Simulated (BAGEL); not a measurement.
# AlNH4F2 (SMILES [NH3+][AlH-]([F])[F]) at HF/def2-SVP (density fitting with qzvpp-jkfit)

What is the vertical ionisation energy of AlNH4F2 at HF/def2-SVP (density fitting with qzvpp-jkfit)? 

The results are computed with BAGEL 1.2.2.

2 further runs of the same task are left out: 2 that didn't finish. Runs told in other sessions of the task aren't counted.

## Step 1: The structure to begin with

AlNH4F2: 8 atoms, total charge 0, spin state singlet. SMILES: `[NH3+][AlH-]([F])[F]`. Geometry: a GFN2-xTB relaxation, a rough one for these elements and not checked as a minimum.

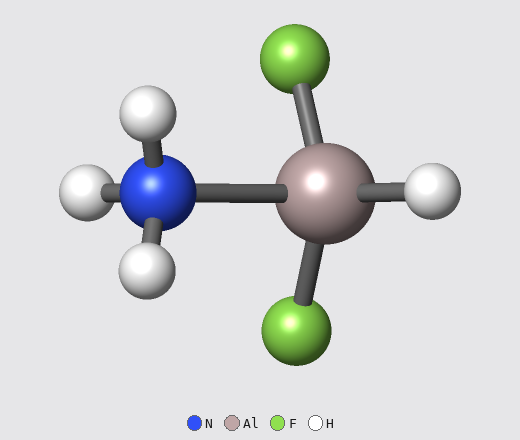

Viewed from a chosen angle; nitrogen blue, aluminium light grey, fluorine green, hydrogen white.

## Step 2: A single-point energy at HF/def2-SVP (density fitting with qzvpp-jkfit)

The input, hf.json:

```json
{ "bagel" : [

{
  "title" : "molecule",
  "basis" : "svp",
  "df_basis" : "qzvpp-jkfit",
  "angstrom" : true,
  "geometry" : [
    { "atom" : "N", "xyz" : [   -0.216650,    0.966310,   -0.126060 ] },
    { "atom" : "Al", "xyz" : [    0.177430,   -1.047030,    0.202660 ] },
    { "atom" : "F", "xyz" : [    1.803770,   -0.840900,    0.463250 ] },
    { "atom" : "F", "xyz" : [   -0.341180,   -1.551530,   -1.291400 ] },
    { "atom" : "H", "xyz" : [    0.370520,    1.218270,   -0.920770 ] },
    { "atom" : "H", "xyz" : [   -1.183060,    1.154140,   -0.374870 ] },
    { "atom" : "H", "xyz" : [    0.042030,    1.557620,    0.658000 ] },
    { "atom" : "H", "xyz" : [   -0.652850,   -1.456880,    1.389200 ] }
  ]
},
{ "title" : "hf" },
{ "title" : "print", "file" : "orbitals.molden", "orbitals" : true }

]}
```

Run with:

```bash
$ BAGEL_NUM_THREADS=1 BAGEL hf.json > hf.out
```

Standard output:

```text
* using 1 threads per process

  ===============================================================
  ===============================================================

  *** Geometry ***

  { "atom" : "N", "xyz" : [     -0.409409,      1.826061,     -0.238219 ] },
  { "atom" : "Al", "xyz" : [      0.335294,     -1.978600,      0.382972 ] },
  { "atom" : "F", "xyz" : [      3.408631,     -1.589071,      0.875416 ] },
  { "atom" : "F", "xyz" : [     -0.644737,     -2.931967,     -2.440392 ] },
  { "atom" : "H", "xyz" : [      0.700181,      2.302197,     -1.740003 ] },
  { "atom" : "H", "xyz" : [     -2.235659,      2.181009,     -0.708402 ] },
  { "atom" : "H", "xyz" : [      0.079425,      2.943475,      1.243440 ] },
  { "atom" : "H", "xyz" : [     -1.233708,     -2.753104,      2.625208 ] },

  Number of auxiliary basis functions:      431

  Since a DF basis is specified, we compute 2- and 3-index integrals:
    o Being stored without compression. Storage requirement is 0.022 GB

  Number of basis functions:       80
  Number of electrons      :       42

    * METHOD: MOLECULE                             0.18

  *** RHF ***

  === Nuclear Repulsion ===
   175.5231354290

      * DIIS with orbital gradients will be used.

  === RHF iteration (svp) ===
      0       -497.18280021          0.02424692           0.06
      1       -497.38819985          0.01489724           0.05
      2       -497.48869721          0.00140757           0.05
      3       -497.48982869          0.00050991           0.05
      4       -497.48993311          0.00007787           0.05
      5       -497.48993713          0.00001547           0.05
      6       -497.48993734          0.00000386           0.05
      7       -497.48993736          0.00000086           0.05
      8       -497.48993736          0.00000019           0.05
      9       -497.48993736          0.00000005           0.05
     10       -497.48993736          0.00000002           0.05
     11       -497.48993736          0.00000000           0.05
    * SCF iteration converged.

    * Permanent dipole moment:
           (    0.712946,    -2.160837,    -0.000102) a.u.

    * METHOD: HF                                   0.77

    * METHOD: PRINT                                0.02

  ===============================================================
```

Wall time 1.1 s (1 thread of Arm Neoverse V1, shared host); peak memory 0.1 GiB.

## Step 3: The doublet cation

The input, calc.json:

```json
{ "bagel": [

{
  "title": "molecule",
  "basis": "svp",
  "df_basis": "qzvpp-jkfit",
  "angstrom": "true",
  "geometry": [
    { "atom": "N", "xyz": [      -0.216650,       0.966310,      -0.126060 ] },
    { "atom": "Al", "xyz": [       0.177430,      -1.047030,       0.202660 ] },
    { "atom": "F", "xyz": [       1.803770,      -0.840900,       0.463250 ] },
    { "atom": "F", "xyz": [      -0.341180,      -1.551530,      -1.291400 ] },
    { "atom": "H", "xyz": [       0.370520,       1.218270,      -0.920770 ] },
    { "atom": "H", "xyz": [      -1.183060,       1.154140,      -0.374870 ] },
    { "atom": "H", "xyz": [       0.042030,       1.557620,       0.658000 ] },
    { "atom": "H", "xyz": [      -0.652850,      -1.456880,       1.389200 ] }
  ]
},

{ "title": "uhf", "charge": 1, "nopen": 1 },

{ "title": "print", "file": "orbitals.molden", "orbitals": "true" }

]}
```

Run with:

```bash
$ BAGEL_NUM_THREADS=1 BAGEL calc.json > calc.out
```

Standard output:

```text
* using 1 threads per process

  ===============================================================
  ===============================================================

  *** Geometry ***

  { "atom" : "N", "xyz" : [     -0.409409,      1.826061,     -0.238219 ] },
  { "atom" : "Al", "xyz" : [      0.335294,     -1.978600,      0.382972 ] },
  { "atom" : "F", "xyz" : [      3.408631,     -1.589071,      0.875416 ] },
  { "atom" : "F", "xyz" : [     -0.644737,     -2.931967,     -2.440392 ] },
  { "atom" : "H", "xyz" : [      0.700181,      2.302197,     -1.740003 ] },
  { "atom" : "H", "xyz" : [     -2.235659,      2.181009,     -0.708402 ] },
  { "atom" : "H", "xyz" : [      0.079425,      2.943475,      1.243440 ] },
  { "atom" : "H", "xyz" : [     -1.233708,     -2.753104,      2.625208 ] },

  Number of auxiliary basis functions:      431

  Since a DF basis is specified, we compute 2- and 3-index integrals:
    o Being stored without compression. Storage requirement is 0.022 GB

  Number of basis functions:       80
  Number of electrons      :       42

    * METHOD: MOLECULE                             0.18

  *** Open-shell HF ***

  === Nuclear Repulsion ===
   175.5231354290

      * DIIS with orbital gradients will be used.

  === UHF iteration (svp) ===
      0       -496.74605029          0.04702485           0.10
      1       -496.95082691          0.03273401           0.11
      2       -497.03116802          0.02114042           0.11
      3       -497.08554165          0.00207671           0.10
      4       -497.08839156          0.00102161           0.10
      5       -497.08928528          0.00055958           0.10
      6       -497.08962064          0.00016704           0.10
      7       -497.08970404          0.00006082           0.10
      8       -497.08972488          0.00002144           0.11
      9       -497.08972999          0.00000890           0.10
     10       -497.08973078          0.00000544           0.10
     11       -497.08973112          0.00000235           0.10
     12       -497.08973118          0.00000076           0.10
     13       -497.08973119          0.00000041           0.10
     14       -497.08973119          0.00000029           0.10
     15       -497.08973119          0.00000017           0.10
     16       -497.08973119          0.00000006           0.11
     17       -497.08973119          0.00000004           0.10
     18       -497.08973119          0.00000003           0.10
     19       -497.08973119          0.00000001           0.10
     20       -497.08973119          0.00000001           0.10
    * SCF iteration converged.

    * S^2 (UHF) is 0.7530

    * Permanent dipole moment:
           (    1.968134,    -1.181383,    -1.935988) a.u.

    * METHOD: UHF                                  2.29

    * METHOD: PRINT                                0.02

  ===============================================================
```

Wall time 2.6 s (1 thread of Arm Neoverse V1, shared host); peak memory 0.1 GiB.

## Step 4: Summary of results

Level: HF/def2-SVP (density fitting with qzvpp-jkfit).

| quantity | value |
| --- | --- |
| singlet AlNH4F2: total energy | -497.48994 Eh |
| singlet AlNH4F2: dipole moment | 5.78 D |
| singlet AlNH4F2: HOMO energy | -12.12 eV |
| singlet AlNH4F2: LUMO energy | 3.24 eV |
| singlet AlNH4F2: HOMO–LUMO gap | 15.35 eV |
| doublet cation: total energy | -497.08973 Eh |
| doublet cation: ⟨S²⟩ | 0.753 |
| vertical ionisation energy (to the doublet cation) | 10.890 eV |

What this shows: The vertical ionisation energy comes to 10.89 eV (251 kcal/mol). −ε(HOMO) before ionisation, 12.12 eV, is 1.23 eV above this ionisation energy.
